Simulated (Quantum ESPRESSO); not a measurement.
# MnB: which magnetic order is lowest, part 2 of 2

Wanted: the moments of MnB and the energy of each order that was tried.

Quantum ESPRESSO 7.5; LDA; plane waves with GBRV 1.5 LDA potentials, no spin-orbit coupling.

So far, absolute magnetization (μB): step 2 (start 1: ferro ++++) 7.73.

## 3. Run 2, typed as antiferro +−−+ (continued)

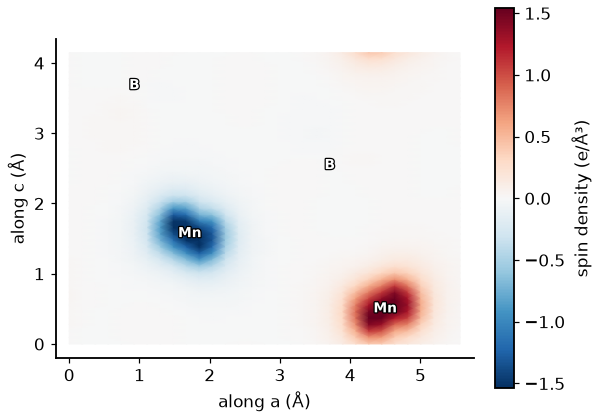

Spin density in the ac plane at fractional y = 0.250, with atoms of Mn and B within 0.2 Å of it. The map starts off the cell's origin, so that atoms lie inside it.

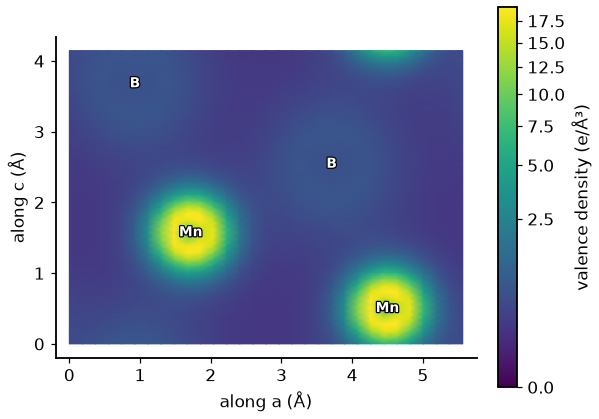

Valence density in the ac plane at fractional y = 0.250, with atoms of Mn and B within 0.2 Å of it. It is the smooth field of the valence electrons, not physical close to the nuclei. The map starts off the cell's origin, so that atoms lie inside it. The colour scale is stretched toward low values.

## 4. Start 3: antiferro +−+−

pw.in

```
&CONTROL
  calculation = 'scf'
  prefix = 'pwscf'
  outdir = './tmp'
  pseudo_dir = './pseudo'
  disk_io = 'nowf'
/
&SYSTEM
  ibrav = 0
  celldm(1) = 8
  nat = 8
  ntyp = 3
  ecutwfc = 40
  ecutrho = 280
  nbnd = 48
  occupations = 'smearing'
  smearing = 'fd'
  degauss = 0.00734986
  nspin = 2
  starting_magnetization(1) = 0.2333
  starting_magnetization(2) = -0.2333
  starting_magnetization(3) = 0
/
&ELECTRONS
  conv_thr = 1.6d-08
  electron_maxstep = 150
  mixing_beta = 0.3
/
ATOMIC_SPECIES
Mn1    54.9380 mn_lda_v1.5.uspp.F.UPF
Mn2    54.9380 mn_lda_v1.5.uspp.F.UPF
B      10.8100 b_lda_v1.4.uspp.F.UPF
CELL_PARAMETERS alat
   1.3141112951810    0.0000000000000    0.0000000000000
   0.0000000000000    0.7031789017615    0.0000000000000
   0.0000000000000    0.0000000000000    0.9796441802839
ATOMIC_POSITIONS crystal
Mn1     0.1758800000    0.2500000000    0.1208300000
Mn2     0.3241200000    0.7500000000    0.6208300000
Mn1     0.6758800000    0.2500000000    0.3791700000
Mn2     0.8241200000    0.7500000000    0.8791700000
B       0.0341000000    0.2500000000    0.6128000000
B       0.4659000000    0.7500000000    0.1128000000
B       0.5341000000    0.2500000000    0.8872000000
B       0.9659000000    0.7500000000    0.3872000000
K_POINTS automatic
8 8 8 0 0 0
```

Command:

```console
OMP_NUM_THREADS=1 mpirun -n 4 pw.x -nk 4 -in pw.in > pw.out
```

Output:

```text
     [... lines left out ...]
Program PWSCF v.7.5 starts
     [... lines left out ...]
     number of atoms/cell      =            8
     [... lines left out ...]
     number of electrons       =        72.00
     number of Kohn-Sham states=           48
     kinetic-energy cutoff     =      40.0000  Ry
     charge density cutoff     =     280.0000  Ry
     scf convergence threshold =      1.6E-08
     [... lines left out ...]
      4 Sym. Ops. (no inversion) found ( 3 have fractional translation)
     [... lines left out ...]
     number of k points=   125  Fermi-Dirac smearing, width (Ry)=  0.0073
     [... lines left out ...]
     iteration # 22     ecut=    40.00 Ry     beta= 0.30
     [... lines left out ...]
     Magnetic moment per site  (integrated on atomic sphere of radius R)
     atom   1 (R=0.213)  charge= 12.6687  magn=  0.8582
     atom   2 (R=0.213)  charge= 12.6687  magn= -0.8597
     atom   3 (R=0.213)  charge= 12.6687  magn=  0.8582
     atom   4 (R=0.213)  charge= 12.6687  magn= -0.8597
     atom   5 (R=0.175)  charge=  1.4316  magn=  0.0046
     atom   6 (R=0.175)  charge=  1.4316  magn= -0.0045
     atom   7 (R=0.175)  charge=  1.4316  magn=  0.0046
     atom   8 (R=0.175)  charge=  1.4316  magn= -0.0045
     [... lines left out ...]
     the Fermi energy is    16.7080 ev
!    total energy              =    -870.55012078 Ry
     estimated scf accuracy    <       0.00000001 Ry
     smearing contrib. (-TS)   =      -0.02678090 Ry
     [... lines left out ...]
     total magnetization       =    -0.00 Bohr mag/cell
     absolute magnetization    =     3.84 Bohr mag/cell
     convergence has been achieved in  22 iterations
```

The job ended after 3.8 min (4 MPI ranks of Arm Neoverse V1, shared host; peak memory 0.75 GiB; 15 min of CPU time).

Spin moment in the atom's sphere by atom:

| atom | spin moment in the atom's sphere (μB) |
| --- | --- |
| Mn1 | 0.858 |
| Mn2 | -0.860 |
| Mn3 | 0.858 |
| Mn4 | -0.860 |
| B5 | 0.005 |
| B6 | -0.004 |
| B7 | 0.005 |
| B8 | -0.004 |

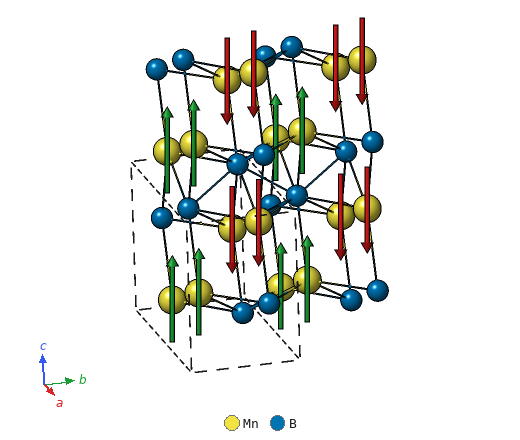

Spin moment in the atom's sphere as arrows, the longest 0.860 μB. Up and down stand for the sign. Arrows give size and sign along the axis of quantisation, drawn up and down the page. The two directions have two colours. 1×2×2 cells are drawn.

This step gave:

```
smearing term TS       : 0.3644 eV
magnetization          : 0 μB
absolute magnetization : 3.84 μB
final state            : antiferromagnetic
```

## 5. The states side by side

An order is kept where moments of 0.15 μB or more survive with the typed signs; meshes match where a doubled cell samples the same k points as the first cell.

Orders:

| start | final state | typed order kept | energy over the lowest (meV a seeded atom) | largest site moment (μB) | net moment (μB a cell of the first run) | mesh matched | CPU time (s) |
| --- | --- | --- | --- | --- | --- | --- | --- |
| ferro ++++ | ferromagnetic | yes | 0 | 1.726 | 7.066 | yes | 589.3 |
| antiferro +--+ | antiferromagnetic | yes | 128.8 | 0.9116 | 0.002155 | yes | 1018 |
| antiferro +-+- | antiferromagnetic | yes | 133.4 | 0.8597 | 0.003273 | yes | 918.5 |

## 6. Results

```
lowest state found      : ferromagnetic (from ferro ++++)
largest site moment     : 1.73 μB
next state with moments : antiferromagnetic, 129 meV a seeded atom higher
```

What this shows: The smearing terms TS of the orders run from 43 to 91 meV a seeded atom, so the differences would change at a smaller width: an order with a larger TS is lowered more by the smearing. This is the lowest of 3 collinear or spinless starts, no proof of the ground state. Energies are free energies at an electronic temperature of 1160 K, which lowers moments and differences where the moments are itinerant.

[Logs and program files are shortened in this print: banners, set-up blocks, solver, clock and traceback lines can be left out without a mark of their own.]

[Logs are printed without paths, hosts, clocks, repeated set-up lines and the standing remarks that a program may print on its own settings, such as how far it seeks lower states.]

[Hosts, paths, dates, database ids (printed as entryN), source tags and the programs' standing remarks are cut or masked in the printed files.]

[Where a cell is said to come from a database of computed structures, the database is the Materials Project.]
